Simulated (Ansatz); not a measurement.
**A hypothetical structure for Mg3RuS**

Starting from a made-up structure for Mg3RuS, the aim is the relaxed cell, its shortest contacts and, where a second run follows, its electronic structure.

Method: DFT, PBE, plane-wave PAW, default files, scalar-relativistic, no spin, cell and ions relaxed at zero pressure, in the first sound run; inputs show where later runs differ, in Ansatz 0.2.0.

## Step 1: Starting point

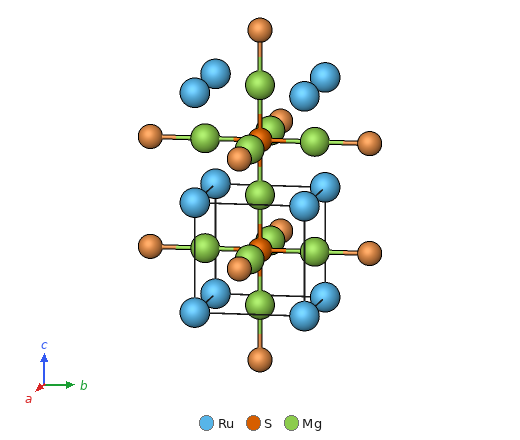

Start, viewed slightly off an axis; ruthenium blue, sulfur orange, magnesium green. 1×1×2 cells are drawn. Some periodic images of atoms are drawn too.

## Step 2: Relaxation of the guess

The guess takes its coordinates from another compound and its volume from a rule, so the cell and any free coordinates are relaxed together.

The input, input.yaml:

```yaml
crystal:
  lattice:
    - [4.38, 0.0, 0.0]
    - [0.0, 4.38, 0.0]
    - [0.0, 0.0, 4.38]
  atoms:
    - { symbol: Ru, position: [0.0, 0.0, 0.0] }
    - { symbol: S, position: [0.5, 0.5, 0.5] }
    - { symbol: Mg, position: [0.5, 0.5, 0.0] }
    - { symbol: Mg, position: [0.5, 0.0, 0.5] }
    - { symbol: Mg, position: [0.0, 0.5, 0.5] }
kpoints:
  mp_grid: { grid: [6, 6, 6] }
scf:
  occupations: { method: fermi_dirac, width: 0.05 }
hamiltonian:
  xc: pbe
  pseudopotentials: { kind: paw }
relax:
  f_tol: 0.015
  max_steps: 70
  cell: {}
output:
  forces: true
  stress: true
```

The run is started by

```sh
$ ansatz run input.yaml --threads 4 --pin off --max-ram 8192MiB --backend cpu --events-out ev --progress --plain --runs-dir out
```

Numbers of over 12 decimals in the logs are rounded to 6 here.

What it wrote:

```text
Engine: ansatz 0.2.0, aarch64-unknown-linux-gnu
Pseudopotentials: kind: paw
Pseudopotential: Ru, paw, valence charge 16, recommended cutoff 420 eV (normal), Ru.paw.azcp
Pseudopotential: S, paw, valence charge 6, recommended cutoff 420 eV (normal), S.paw.azcp
Pseudopotential: Mg, paw, valence charge 10, recommended cutoff 420 eV (normal), Mg.paw.azcp
Functional definition: PBE
  parameter kappa = 0.804
  parameter beta = 0.066725
  exchange = pbe_x(kappa = kappa, mu = beta*pi^2/3)
  correlation = pbe_c(beta = beta)
Crystal: 5 atoms, lattice volume = 84.028 Å³
Basis set: ecut = 420 eV, 1647 PW (Γ), exchange–correlation on 60×60×60 points (8 copies of the dense FFT grid, shifted against one another)
Bands: 32, of which v1, the nominal top of the filled ones, is band 26 counted from 1 (25 counted from 0)
Symmetry: 48 space group operations
Space group: Pm-3m (ITA 221), of the structure as read, at distance tolerance 4.4e-5 Å
k-points: 20 of 216
Non-local potential: Ru, projectors of the file, l = 0: 3, l = 1: 2, l = 2: 2, l = 3: 1
Non-local potential: S, projectors of the file, l = 0: 2, l = 1: 2, l = 2: 2
Non-local potential: Mg, projectors of the file, l = 0: 3, l = 1: 2, l = 2: 1
PAW form: soft (Blöchl's): semilocal exchange-correlation on the pseudo side does not see the compensation charge
PAW one-centre angular grid: Ru, 590 points (default); XC on 64 Gauss nodes
PAW one-centre angular grid: S, 110 points (default); XC on 64 Gauss nodes
PAW one-centre angular grid: Mg, 110 points (default); XC on 64 Gauss nodes
Initial density: superposition of atomic densities (neutral atoms: chi_scale 0, normalization atom), corrected by the library's trained network
Initial wavefunctions: pseudopotential atomic-orbital guess
Functional: x = pbe(κ = 0.804, μ = 0.219515), c = pbe(β = 0.066725)
SCF iter   1: F=—  HF=-12549.993168 eV  |F-HF|=—  |Δ(HF+E_count)|=         —  Δρ=1.50e-2  dr2=2.39e-1  ethr=1.77e-3  ⟨swp⟩=6.2  Hψ=2968  notcnv=0
preconditioner: auto → Kerker (q_TF=auto, 2.519 Å⁻¹)  [metal: Δε(μ)=0.001 eV  Ē_g=7.235 eV  σ=0.050 eV  W_gap=0.01  n_scr=26 (ndim 8)  ℏωp=18.1 eV  f_vac=0.000  D(μ)=4.85/eV (n_scr^D=56)]
SCF iter   2: F=—  HF=-12549.971454 eV  |F-HF|=—  |Δ(HF+E_count)|=   2.17e-2  Δρ=8.10e-3  dr2=6.23e-2  ethr=4.59e-4  ⟨swp⟩=1.1  Hψ=803  notcnv=0
SCF iter   3: F=—  HF=-12549.962744 eV  |F-HF|=—  |Δ(HF+E_count)|=   8.71e-3  Δρ=1.30e-3  dr2=3.11e-3  ethr=1.20e-4  ⟨swp⟩=2.0  Hψ=683  notcnv=0  defer=7
SCF iter   4: F=—  HF=-12549.962060 eV  |F-HF|=—  |Δ(HF+E_count)|=   6.84e-4  Δρ=4.17e-4  dr2=2.17e-4  ethr=5.98e-6  ⟨swp⟩=2.0  Hψ=731  notcnv=0  defer=7
SCF iter   5: F=—  HF=-12549.962003 eV  |F-HF|=—  |Δ(HF+E_count)|=   5.60e-5  Δρ=8.24e-5  dr2=5.52e-6  ethr=4.17e-7  ⟨swp⟩=2.0  Hψ=801  notcnv=0  defer=7
SCF iter   6: F=—  HF=-12549.962518 eV  |F-HF|=—  |Δ(HF+E_count)|=   5.15e-4  Δρ=2.75e-5  dr2=6.28e-7  ethr=1.06e-8  ⟨swp⟩=2.0  Hψ=1128  notcnv=0  defer=7
SCF iter   7: F=-12549.962518 eV  HF=-12549.962518 eV  |F-HF|=7.21e-9  |Δ(HF+E_count)|=   4.67e-8  Δρ=7.03e-6  dr2=3.01e-8  ethr=1.92e-10  ⟨swp⟩=4.0  Hψ=2297  notcnv=0
SCF 1 converged in 7 iterations: F = -12549.962518 eV  dr2 = 3.01e-8
  greatest PAW one-centre occupation: 1.000 electrons in one spin orbital (limit 2), on the Mg atom at site 4 (counted from 0), in its partial waves of l = 0
relax step   1: F+E_penalty+E_count = -12549.96251795 eV  Δ(F+E_penalty+E_count) = +0.000e0 eV  max|allowed force component| = 4.519e-29 eV/Å  Δτ_max = 0.0000 Å  P = +16.966 GPa  Ω = 84.028 Å³  (7 SCF iters, dr2 threshold 1.00e-7 eV, accepted)
Crystal: 5 atoms, lattice volume = 94.457 Å³
Basis set: ecut = 420 eV, 1839 PW (Γ), exchange–correlation on 60×60×60 points (8 copies of the dense FFT grid, shifted against one another)
Initial density: handed on by an earlier stage of this run
Initial wavefunctions: those handed on with the density
iter 1 solved again at ethr=1.87e-3 eV; its pass at ethr=3.10e-3 eV (dr2=9.73e-1 eV) is discarded
SCF iter   1: F=—  HF=-12550.743234 eV  |F-HF|=—  |Δ(HF+E_count)|=         —  Δρ=2.14e-2  dr2=9.80e-1  ethr=1.87e-3  ⟨swp⟩=1.0  Hψ=3087  notcnv=0
preconditioner: auto → Kerker (q_TF=auto, 2.470 Å⁻¹)  [metal: Δε(μ)=0.014 eV  Ē_g=6.766 eV  σ=0.050 eV  W_gap=0.07  n_scr=26 (ndim 8)  ℏωp=17.1 eV  f_vac=0.000  D(μ)=5.27/eV (n_scr^D=56)]
SCF iter   2: F=—  HF=-12550.674243 eV  |F-HF|=—  |Δ(HF+E_count)|=   6.90e-2  Δρ=9.84e-3  dr2=2.48e-1  ethr=1.87e-3  ⟨swp⟩=1.1  Hψ=644  notcnv=0
SCF iter   3: F=—  HF=-12550.650869 eV  |F-HF|=—  |Δ(HF+E_count)|=   2.34e-2  Δρ=1.80e-3  dr2=5.42e-3  ethr=4.76e-4  ⟨swp⟩=2.0  Hψ=758  notcnv=0
SCF iter   4: F=—  HF=-12550.649687 eV  |F-HF|=—  |Δ(HF+E_count)|=   1.18e-3  Δρ=4.41e-4  dr2=4.46e-4  ethr=1.04e-5  ⟨swp⟩=2.0  Hψ=879  notcnv=0
SCF iter   5: F=—  HF=-12550.650229 eV  |F-HF|=—  |Δ(HF+E_count)|=   5.42e-4  Δρ=1.51e-4  dr2=2.80e-5  ethr=8.57e-7  ⟨swp⟩=2.1  Hψ=902  notcnv=0
SCF iter   6: F=—  HF=-12550.650222 eV  |F-HF|=—  |Δ(HF+E_count)|=   6.36e-6  Δρ=6.49e-5  dr2=5.88e-6  ethr=5.38e-8  ⟨swp⟩=2.0  Hψ=1090  notcnv=0
SCF iter   7: F=-12550.650222 eV  HF=-12550.650222 eV  |F-HF|=3.49e-8  |Δ(HF+E_count)|=   1.23e-7  Δρ=1.23e-5  dr2=1.47e-7  ethr=9.62e-10  ⟨swp⟩=3.1  Hψ=2401  notcnv=0
SCF 2 converged in 7 iterations: F = -12550.650222 eV  dr2 = 1.47e-7
relax step   2: F+E_penalty+E_count = -12550.65022200 eV  Δ(F+E_penalty+E_count) = -6.877e-1 eV  max|allowed force component| = 9.953e-30 eV/Å  Δτ_max = 0.0000 Å  P = +5.256 GPa  Ω = 94.457 Å³  energy of the carried Pulay correction = -1.117e-3 eV  (7 SCF iters, dr2 threshold 5.00e-7 eV, accepted)
Crystal: 5 atoms, lattice volume = 100.021 Å³
Basis set: ecut = 420 eV, 1935 PW (Γ), exchange–correlation on 60×60×60 points (8 copies of the dense FFT grid, shifted against one another)
iter 1 solved again at ethr=4.83e-4 eV; its pass at ethr=3.10e-3 eV (dr2=2.51e-1 eV) is discarded
SCF iter   1: F=—  HF=-12550.777704 eV  |F-HF|=—  |Δ(HF+E_count)|=         —  Δρ=1.06e-2  dr2=2.53e-1  ethr=4.83e-4  ⟨swp⟩=1.1  Hψ=2943  notcnv=0
preconditioner: auto → Kerker (q_TF=auto, 2.446 Å⁻¹)  [metal: Δε(μ)=0.006 eV  Ē_g=6.523 eV  σ=0.050 eV  W_gap=0.03  n_scr=26 (ndim 8)  ℏωp=16.6 eV  f_vac=0.000  D(μ)=5.22/eV (n_scr^D=56)]
SCF iter   2: F=—  HF=-12550.761164 eV  |F-HF|=—  |Δ(HF+E_count)|=   1.65e-2  Δρ=4.46e-3  dr2=5.36e-2  ethr=4.83e-4  ⟨swp⟩=1.0  Hψ=640  notcnv=0
SCF iter   3: F=—  HF=-12550.756946 eV  |F-HF|=—  |Δ(HF+E_count)|=   4.22e-3  Δρ=9.68e-4  dr2=9.87e-4  ethr=1.03e-4  ⟨swp⟩=1.0  Hψ=640  notcnv=0
SCF iter   4: F=—  HF=-12550.756754 eV  |F-HF|=—  |Δ(HF+E_count)|=   1.92e-4  Δρ=2.34e-4  dr2=1.21e-4  ethr=1.90e-6  ⟨swp⟩=2.0  Hψ=813  notcnv=0
SCF iter   5: F=—  HF=-12550.757373 eV  |F-HF|=—  |Δ(HF+E_count)|=   6.19e-4  Δρ=7.29e-5  dr2=9.59e-6  ethr=2.34e-7  ⟨swp⟩=2.2  Hψ=990  notcnv=0
SCF iter   6: F=—  HF=-12550.757371 eV  |F-HF|=—  |Δ(HF+E_count)|=   2.20e-6  Δρ=4.35e-5  dr2=2.49e-6  ethr=1.84e-8  ⟨swp⟩=2.8  Hψ=1203  notcnv=0
SCF iter   7: F=-12550.757371 eV  HF=-12550.757371 eV  |F-HF|=4.66e-8  |Δ(HF+E_count)|=   1.03e-7  Δρ=8.14e-6  dr2=8.82e-8  ethr=9.62e-10  ⟨swp⟩=3.0  Hψ=2320  notcnv=0
SCF 3 converged in 7 iterations: F = -12550.757371 eV  dr2 = 8.82e-8
relax step   3: F+E_penalty+E_count = -12550.75737067 eV  Δ(F+E_penalty+E_count) = -1.071e-1 eV  max|allowed force component| = 6.304e-30 eV/Å  Δτ_max = 0.0000 Å  P = +1.134 GPa  Ω = 100.021 Å³  energy of the carried Pulay correction = -1.662e-3 eV  (7 SCF iters, dr2 threshold 5.00e-7 eV, accepted)
Crystal: 5 atoms, lattice volume = 102.014 Å³
iter 1 solved again at ethr=6.20e-5 eV; its pass at ethr=3.10e-3 eV (dr2=3.22e-2 eV) is discarded
SCF iter   1: F=—  HF=-12550.765330 eV  |F-HF|=—  |Δ(HF+E_count)|=         —  Δρ=3.79e-3  dr2=3.24e-2  ethr=6.20e-5  ⟨swp⟩=1.0  Hψ=2977  notcnv=0
preconditioner: auto → Kerker (q_TF=auto, 2.438 Å⁻¹)  [metal: Δε(μ)=0.001 eV  Ē_g=6.432 eV  σ=0.050 eV  W_gap=0.01  n_scr=26 (ndim 8)  ℏωp=16.4 eV  f_vac=0.000  D(μ)=5.63/eV (n_scr^D=56)]
SCF iter   2: F=—  HF=-12550.763455 eV  |F-HF|=—  |Δ(HF+E_count)|=   1.88e-3  Δρ=1.63e-3  dr2=7.14e-3  ethr=6.20e-5  ⟨swp⟩=1.0  Hψ=640  notcnv=0
SCF iter   3: F=—  HF=-12550.762942 eV  |F-HF|=—  |Δ(HF+E_count)|=   5.12e-4  Δρ=3.37e-4  dr2=1.60e-4  ethr=1.37e-5  ⟨swp⟩=1.0  Hψ=640  notcnv=0
SCF iter   4: F=—  HF=-12550.763548 eV  |F-HF|=—  |Δ(HF+E_count)|=   6.05e-4  Δρ=7.04e-5  dr2=7.94e-6  ethr=3.07e-7  ⟨swp⟩=2.3  Hψ=882  notcnv=0
SCF iter   5: F=—  HF=-12550.763546 eV  |F-HF|=—  |Δ(HF+E_count)|=   1.77e-6  Δρ=2.60e-5  dr2=1.43e-6  ethr=1.53e-8  ⟨swp⟩=2.2  Hψ=1076  notcnv=0
SCF iter   6: F=-12550.763545 eV  HF=-12550.763545 eV  |F-HF|=9.37e-9  |Δ(HF+E_count)|=   3.71e-7  Δρ=9.33e-6  dr2=6.14e-8  ethr=9.62e-10  ⟨swp⟩=4.1  Hψ=2203  notcnv=0
SCF 4 converged in 6 iterations: F = -12550.763545 eV  dr2 = 6.14e-8
  greatest PAW one-centre occupation: 1.000 electrons in one spin orbital (limit 2), on the Mg atom at site 2 (counted from 0), in its partial waves of l = 0
relax step   4: F+E_penalty+E_count = -12550.76354538 eV  Δ(F+E_penalty+E_count) = -6.175e-3 eV  max|allowed force component| = 6.403e-30 eV/Å  Δτ_max = 0.0000 Å  P = -0.092 GPa  Ω = 102.014 Å³  energy of the carried Pulay correction = -1.849e-3 eV  (6 SCF iters, dr2 threshold 5.00e-7 eV, accepted)
Crystal: 5 atoms, lattice volume = 101.862 Å³
iter 1 solved again at ethr=3.79e-7 eV; its pass at ethr=3.10e-3 eV (dr2=1.97e-4 eV) is discarded
SCF iter   1: F=—  HF=-12550.762989 eV  |F-HF|=—  |Δ(HF+E_count)|=         —  Δρ=2.97e-4  dr2=1.95e-4  ethr=3.79e-7  ⟨swp⟩=2.0  Hψ=2335  notcnv=0
preconditioner: auto → Kerker (q_TF=auto, 2.439 Å⁻¹)  [metal: Δε(μ)=0.003 eV  Ē_g=6.435 eV  σ=0.050 eV  W_gap=0.01  n_scr=26 (ndim 8)  ℏωp=16.5 eV  f_vac=0.000  D(μ)=5.85/eV (n_scr^D=56)]
SCF iter   2: F=—  HF=-12550.762980 eV  |F-HF|=—  |Δ(HF+E_count)|=   8.32e-6  Δρ=1.32e-4  dr2=4.58e-5  ethr=3.74e-7  ⟨swp⟩=1.0  Hψ=640  notcnv=0
SCF iter   3: F=—  HF=-12550.763605 eV  |F-HF|=—  |Δ(HF+E_count)|=   6.25e-4  Δρ=2.90e-5  dr2=9.13e-7  ethr=8.80e-8  ⟨swp⟩=2.2  Hψ=839  notcnv=0
SCF iter   4: F=—  HF=-12550.763604 eV  |F-HF|=—  |Δ(HF+E_count)|=   9.82e-7  Δρ=7.12e-6  dr2=7.25e-8  ethr=1.76e-9  ⟨swp⟩=2.9  Hψ=1222  notcnv=0
iter 5 did not close the SCF: its close was put off for the readings that it lacked (scf_convergence_deferred on its scf_iter line)
SCF iter   5: F=-12550.763604 eV  HF=-12550.763604 eV  |F-HF|=4.04e-9  |Δ(HF+E_count)|=   2.12e-8  Δρ=3.24e-6  dr2=1.31e-8  ethr=1.39e-10  ⟨swp⟩=2.0  Hψ=940  notcnv=0
SCF iter   6: F=-12550.763604 eV  HF=-12550.763604 eV  |F-HF|=6.04e-10  |Δ(HF+E_count)|=  9.75e-10  Δρ=9.77e-7  dr2=1.27e-9  ethr=2.52e-11  ⟨swp⟩=3.0  Hψ=2131  notcnv=0
SCF 5 converged in 6 iterations: F = -12550.763604 eV  dr2 = 1.27e-9
  greatest PAW one-centre occupation: 1.000 electrons in one spin orbital (limit 2), on the Mg atom at site 3 (counted from 0), in its partial waves of l = 0
relax step   5: F+E_penalty+E_count = -12550.76360448 eV  Δ(F+E_penalty+E_count) = -5.909e-5 eV  max|allowed force component| = 1.129e-29 eV/Å  Δτ_max = 0.0000 Å  P = -0.002 GPa  Ω = 101.862 Å³  energy of the carried Pulay correction = -1.835e-3 eV  (6 SCF iters, dr2 threshold 2.12e-8 eV, accepted)
Basis set: ecut = 420 eV, 1935 PW (Γ), exchange–correlation on 64×64×64 points (8 copies of the dense FFT grid, shifted against one another)
Initial wavefunctions: pseudopotential atomic-orbital guess (no wavefunctions were taken with the density)
iter 1 solved again at ethr=8.67e-7 eV; its pass at ethr=3.10e-3 eV (dr2=4.51e-4 eV) is discarded
SCF iter   1: F=—  HF=-12550.766622 eV  |F-HF|=—  |Δ(HF+E_count)|=         —  Δρ=4.61e-4  dr2=1.22e-5  ethr=8.67e-7  ⟨swp⟩=2.5  Hψ=4233  notcnv=0
preconditioner: auto → Kerker (q_TF=auto, 2.439 Å⁻¹)  [metal: Δε(μ)=0.003 eV  Ē_g=6.435 eV  σ=0.050 eV  W_gap=0.02  n_scr=26 (ndim 8)  ℏωp=16.5 eV  f_vac=0.000  D(μ)=5.84/eV (n_scr^D=56)]
SCF iter   2: F=—  HF=-12550.767236 eV  |F-HF|=—  |Δ(HF+E_count)|=   6.14e-4  Δρ=2.33e-4  dr2=2.91e-6  ethr=2.35e-8  ⟨swp⟩=2.0  Hψ=1094  notcnv=0
SCF iter   3: F=—  HF=-12550.767458 eV  |F-HF|=—  |Δ(HF+E_count)|=   2.21e-4  Δρ=5.79e-5  dr2=7.04e-7  ethr=5.59e-9  ⟨swp⟩=2.0  Hψ=756  notcnv=0
SCF iter   4: F=—  HF=-12550.767469 eV  |F-HF|=—  |Δ(HF+E_count)|=   1.16e-5  Δρ=1.97e-5  dr2=1.27e-7  ethr=1.35e-9  ⟨swp⟩=1.1  Hψ=641  notcnv=0
SCF iter   5: F=—  HF=-12550.767471 eV  |F-HF|=—  |Δ(HF+E_count)|=   1.46e-6  Δρ=3.39e-6  dr2=1.25e-8  ethr=2.44e-10  ⟨swp⟩=1.4  Hψ=649  notcnv=0
SCF iter   6: F=—  HF=-12550.767471 eV  |F-HF|=—  |Δ(HF+E_count)|=   2.86e-8  Δρ=4.16e-7  dr2=3.19e-10  ethr=2.40e-11  ⟨swp⟩=1.6  Hψ=690  notcnv=0
SCF iter   7: F=-12550.767471 eV  HF=-12550.767471 eV  |F-HF|=5.46e-12  |Δ(HF+E_count)|=  2.42e-10  Δρ=1.43e-7  dr2=2.75e-11  ethr=1.00e-12  ⟨swp⟩=4.8  Hψ=2283  notcnv=0
SCF 6 converged in 7 iterations: F = -12550.767471 eV  dr2 = 2.75e-11
relax step   6: F+E_penalty+E_count = -12550.76747064 eV  Δ(F+E_penalty+E_count) = -3.866e-3 eV  max|allowed force component| = 1.250e-29 eV/Å  Δτ_max = 0.0000 Å  P = +0.083 GPa  Ω = 101.862 Å³  stress off target by 8.33e-2 GPa  SCF on the basis re-selected at this cell (its energy is not comparable with the rows above)  (7 SCF iters)
basis re-selected at this cell: Δ(F+E_penalty+E_count) = -3.866e-3 eV, ΔP = +0.086 GPa vs the last step (what re-selecting the basis moved, of the pressure what is left beyond the Pulay correction that the steps carried, after the strain that the cell walked since its last selection, with what the two solves' SCF thresholds leave and, on support functions, any second-order correction that the steps lacked; it is no measure of the basis error at this ecutwfc). The dense FFT grid was sized anew with the basis: this SCF ran on 32×32×32 points, the steps before it on 30×30×30, so part of this shift can come from that change (see relax.cell in the input reference). [rest of the remark cut]
Crystal: 5 atoms, lattice volume = 102.004 Å³
iter 1 solved again at ethr=3.09e-7 eV; its pass at ethr=3.10e-3 eV (dr2=1.61e-4 eV) is discarded
SCF iter   1: F=—  HF=-12550.767593 eV  |F-HF|=—  |Δ(HF+E_count)|=         —  Δρ=2.71e-4  dr2=1.65e-4  ethr=3.09e-7  ⟨swp⟩=2.0  Hψ=2348  notcnv=0
preconditioner: auto → Kerker (q_TF=auto, 2.438 Å⁻¹)  [metal: Δε(μ)=0.004 eV  Ē_g=6.430 eV  σ=0.050 eV  W_gap=0.02  n_scr=26 (ndim 8)  ℏωp=16.4 eV  f_vac=0.000  D(μ)=5.83/eV (n_scr^D=56)]
SCF iter   2: F=—  HF=-12550.767586 eV  |F-HF|=—  |Δ(HF+E_count)|=   6.39e-6  Δρ=1.19e-4  dr2=3.79e-5  ethr=3.09e-7  ⟨swp⟩=1.0  Hψ=640  notcnv=0
SCF iter   3: F=—  HF=-12550.767505 eV  |F-HF|=—  |Δ(HF+E_count)|=   8.16e-5  Δρ=2.47e-5  dr2=7.76e-7  ethr=7.28e-8  ⟨swp⟩=1.1  Hψ=662  notcnv=0
SCF iter   4: F=—  HF=-12550.767497 eV  |F-HF|=—  |Δ(HF+E_count)|=   7.16e-6  Δρ=5.88e-6  dr2=5.39e-8  ethr=1.49e-9  ⟨swp⟩=2.0  Hψ=831  notcnv=0
iter 5 did not close the SCF: its close was put off for the readings that it lacked (scf_convergence_deferred on its scf_iter line)
SCF iter   5: F=-12550.767497 eV  HF=-12550.767497 eV  |F-HF|=4.23e-9  |Δ(HF+E_count)|=   5.22e-9  Δρ=2.09e-6  dr2=8.30e-9  ethr=1.04e-10  ⟨swp⟩=1.1  Hψ=667  notcnv=0
SCF iter   6: F=-12550.767497 eV  HF=-12550.767497 eV  |F-HF|=6.18e-11  |Δ(HF+E_count)|=   1.86e-9  Δρ=4.67e-7  dr2=3.00e-10  ethr=1.60e-11  ⟨swp⟩=2.9  Hψ=2250  notcnv=0
SCF 7 converged in 6 iterations: F = -12550.767497 eV  dr2 = 3.00e-10
relax step   7: F+E_penalty+E_count = -12550.76749745 eV  Δ(F+E_penalty+E_count) = -2.681e-5 eV  max|allowed force component| = 6.108e-29 eV/Å  Δτ_max = 0.0000 Å  P = +0.003 GPa  Ω = 102.004 Å³  energy of the carried Pulay correction = -1.107e-5 eV  (6 SCF iters, dr2 threshold 1.74e-8 eV, accepted)
iter 1 solved again at ethr=7.37e-7 eV; its pass at ethr=3.10e-3 eV (dr2=3.83e-4 eV) is discarded
SCF iter   1: F=—  HF=-12550.767588 eV  |F-HF|=—  |Δ(HF+E_count)|=         —  Δρ=6.65e-6  dr2=3.06e-8  ethr=7.37e-7  ⟨swp⟩=2.6  Hψ=4262  notcnv=0
eigensolver tolerance schedule: the retry pair's looser diagonalisation over-reported the residual by 12498.54 of it (diagonalisation noise at an unbounded share of the residual, at the tolerance the schedule requests for it); recorded, not acted on — ethr = c·dr2/N_el stays at c = 1.0e-1
preconditioner: auto → Kerker (q_TF=auto, 2.438 Å⁻¹)  [metal: Δε(μ)=0.003 eV  Ē_g=6.430 eV  σ=0.050 eV  W_gap=0.02  n_scr=26 (ndim 8)  ℏωp=16.4 eV  f_vac=0.000  D(μ)=5.84/eV (n_scr^D=56)]
SCF iter   2: F=—  HF=-12550.767511 eV  |F-HF|=—  |Δ(HF+E_count)|=   7.70e-5  Δρ=3.28e-6  dr2=6.42e-9  ethr=5.89e-11  ⟨swp⟩=3.0  Hψ=1667  notcnv=0
SCF iter   3: F=—  HF=-12550.767511 eV  |F-HF|=—  |Δ(HF+E_count)|=   1.54e-9  Δρ=2.23e-6  dr2=2.95e-9  ethr=1.24e-11  ⟨swp⟩=1.1  Hψ=641  notcnv=0
SCF iter   4: F=—  HF=-12550.767511 eV  |F-HF|=—  |Δ(HF+E_count)|=   1.78e-9  Δρ=8.62e-7  dr2=5.11e-10  ethr=5.68e-12  ⟨swp⟩=2.9  Hψ=1172  notcnv=0
SCF iter   5: F=—  HF=-12550.767511 eV  |F-HF|=—  |Δ(HF+E_count)|=  3.31e-10  Δρ=3.31e-7  dr2=1.02e-10  ethr=1.00e-12  ⟨swp⟩=2.0  Hψ=719  notcnv=0
SCF iter   6: F=-12550.767511 eV  HF=-12550.767511 eV  |F-HF|=3.64e-12  |Δ(HF+E_count)|=  2.55e-11  Δρ=2.26e-7  dr2=3.85e-11  ethr=1.00e-12  ⟨swp⟩=4.0  Hψ=1917  notcnv=0
SCF 8 converged in 6 iterations: F = -12550.767511 eV  dr2 = 3.85e-11
relax step   8: F+E_penalty+E_count = -12550.76751088 eV  Δ(F+E_penalty+E_count) = -1.342e-5 eV  max|allowed force component| = 4.274e-29 eV/Å  Δτ_max = 0.0000 Å  P = +0.002 GPa  Ω = 102.004 Å³  stress off target by 2.24e-3 GPa  SCF on the basis re-selected at this cell (its energy is not comparable with the rows above)  (6 SCF iters)
basis re-selected at this cell: Δ(F+E_penalty+E_count) = -1.342e-5 eV, ΔP = -0.000 GPa vs the last step (what re-selecting the basis moved, of the pressure what is left beyond the Pulay correction that the steps carried, after the strain that the cell walked since its last selection, with what the two solves' SCF thresholds leave and, on support functions, any second-order correction that the steps lacked; it is no m [...]
SCF converged after 6 iterations
Free energy (F): -12550.767511 eV
Harris-Foulkes:  -12550.767511 eV  (|F-HF|=3.64e-12)
Internal energy: -12550.725332 eV  (E = F + TS)
E sigma→0 (E₀):  -12550.746421 eV
Entropy (-TS):   -0.042179 eV (-8.436 meV/atom)
Fermi energy:    7.907614 eV
--- Per-component energies (eV) ---
  E_band       = -1282.502304
  E_kinetic    = 852.062571
  E_local      = -6898.658622  (includes V_loc(G=0)·N_el)
  E_nonlocal   = 662.058553
  E_hartree    = 2425.932029
  E_xc         = -372.865425
  E_vxc        = -436.270904  (∫ρ·V_xc dr)
  E_paw        = -4940.208936  (= ΣΔE_a)
  E_vpaw       = -313.557763  (= ΣTr[D̂ρ^β])
  E_aug_tail   = -0.000190  (compensation charges beyond the density's cutoff)
  E_ewald      = -4279.045313
  E_smearing   = -0.042179  (= −TS)
  E_closure    = 0.000000  (closes the sum)
  Σ components = -12550.767511   (vs F -12550.767511, Δ=0.00e0)
--- Forces (eV/Å), atoms counted from 1 ---
  atom   1  Ru    -0.00000000     0.00000000    -0.00000000
  atom   2  S      0.00000000    -0.00000000     0.00000000
  atom   3  Mg     0.00000000     0.00000000     0.00000000
  atom   4  Mg     0.00000000     0.00000000    -0.00000000
  atom   5  Mg     0.00000000    -0.00000000    -0.00000000
  max |Σ_I F_I| component: 5.82e-29 eV/Å
--- Stress (GPa, compression-positive) ---
        0.002243       0.000000      -0.000000
        0.000000       0.002243      -0.000000
       -0.000000      -0.000000       0.002243
  P = ⅓ Tr σ = 0.0022 GPa (0.022 kbar)
--- Relaxed structure (6 steps of the walk, 6 accepted, 2 SCFs on fresh bases) ---
  F+E_penalty+E_count = -12550.76751088 eV   max|allowed force component| = 4.274e-29 eV/Å   (the final SCF, on the basis selected at the relaxed cell)
  cell:  # Å, volume = 102.0036 Å³
    - [4.672383, 0, 0]
    - [0, 4.672383, 0.0]
    - [0, 0.0, 4.672383]
  atoms:
    - { symbol: Ru, position: [0, 0, 0] }
    - { symbol: S, position: [0.500000, 0.500000, 0.500000] }
    - { symbol: Mg, position: [0.500000, 0.500000, 0] }
    - { symbol: Mg, position: [0.500000, 0, 0.500000] }
    - { symbol: Mg, position: [0, 0.500000, 0.500000] }
```

Run time: 5 s. Hardware: 4 threads of Arm Neoverse V2, shared host; peak memory 0.43 GiB.

(Continued in part 2 of 2.)

[Logs are printed without paths, hosts, clocks, repeated set-up lines and the standing remarks that a program may print on its own settings, such as how far it seeks lower states.]

[Hosts, paths, dates, database ids (printed as entryN), source tags and the programs' standing remarks are cut or masked in the printed files.]
